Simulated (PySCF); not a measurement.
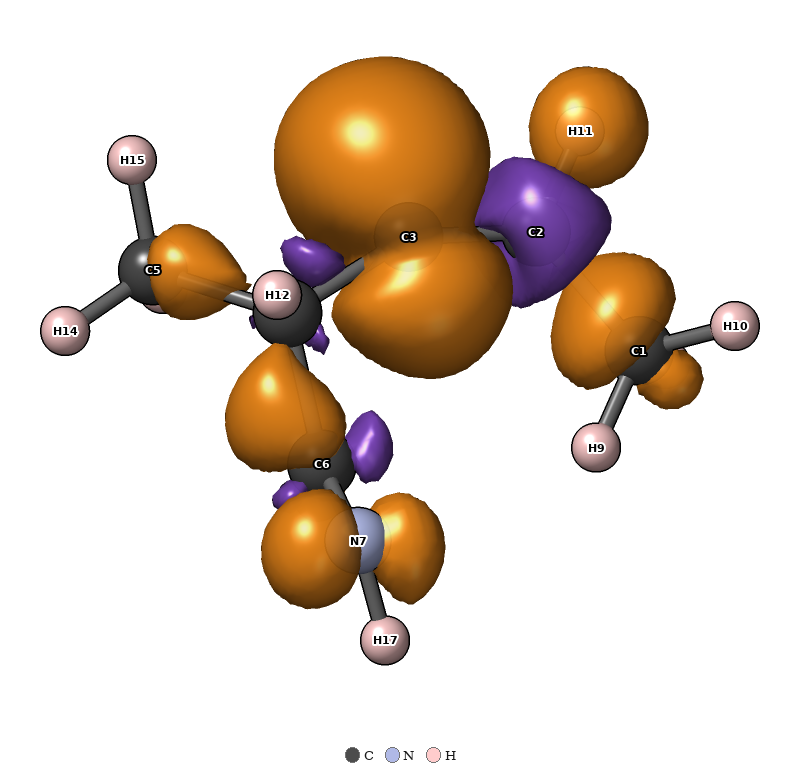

Figure 1: C$_{6}$H$_{10}$N (SMILES [H]/N=C/[C@H](C)/[C]=C\C) (doublet). Isosurfaces of the spin density (α minus β) at +0.015 (orange) and −0.015 e/Å³ (purple), seen at a tilt.

Geometry: GFN2-xTB.

All numbers below come from PySCF, UKS B3LYP, pcH-1 on C H N, non-relativistic, mean-field spin-orbit, GIAO.

```xyz
17

C     2.3492   -0.4449   -0.4888
C     1.6352    0.7858    0.0336
C     0.4094    0.8959    0.4238
C    -0.9169    0.3465    0.6644
C    -2.0229    1.2544    0.1158
C    -0.9075   -0.9908   -0.0231
N    -0.8090   -2.0470    0.6535
H     2.6381   -0.2868   -1.5272
H     1.7099   -1.3195   -0.4199
H     3.2508   -0.6156    0.0963
H     2.2808    1.6605    0.0718
H    -1.0536    0.1869    1.7390
H    -1.8918    1.4080   -0.9534
H    -2.9966    0.8024    0.2896
H    -1.9903    2.2215    0.6112
H    -0.9357   -0.9325   -1.1195
H    -0.7563   -2.9129    0.1219
```

> Where is the unpaired spin?

The unpaired spin (1 electron) lies mostly on C3 (about 0.7), in electrons by Hirshfeld's partition.
